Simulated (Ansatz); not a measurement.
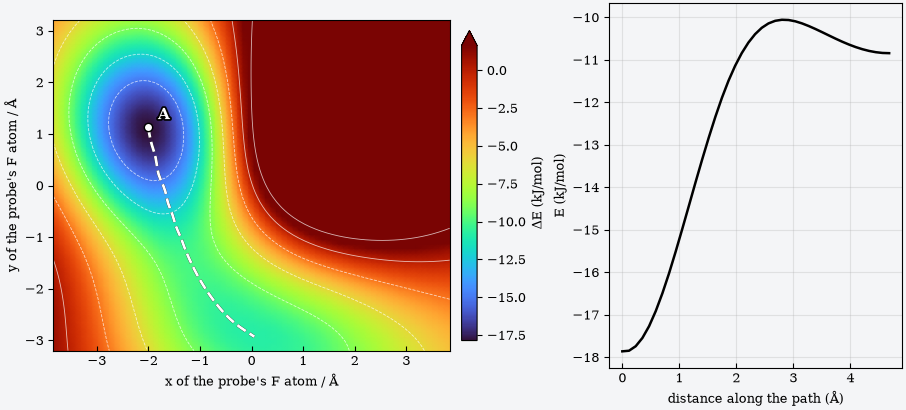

C₃H₆N₂O (SMILES NC1(CO)C=N1) with the probe F-. The probe is moved over a plane parallel to the molecule's main plane, 4.25 Å above it. First axis: x of the probe's F atom. Second axis: y of the probe's F atom. Nothing is relaxed (molecule and probe rigid). Grid: 13 × 11 points. Points are written as (first, second). All energies are given in kJ/mol relative to molecule and probe far apart, each relaxed in its own basis (no counterpoise correction). Method: Ansatz, RHF/def2-SVPD.

In the figure: a smooth colour map with a few white contour lines, a line along the lowest path, one colour for all values above the top of the scale, the energy along the path at the right, the start A. Between grid points the surface is interpolated.

Question: Describe the path and its barrier.

Answer: The easiest path leads from the well at about (−2.00 Å, 1.13 Å) to the well at about (0.05 Å, −2.93 Å), about 7 kJ/mol higher. Its highest point lies about 7.8 kJ/mol above the bottom of the first well on the interpolated surface, at about (−1.16 Å, −1.53 Å). Seen from the upper well the barrier is about 0.79 kJ/mol. This is the barrier on the constrained surface; relaxing the other coordinates would change it.
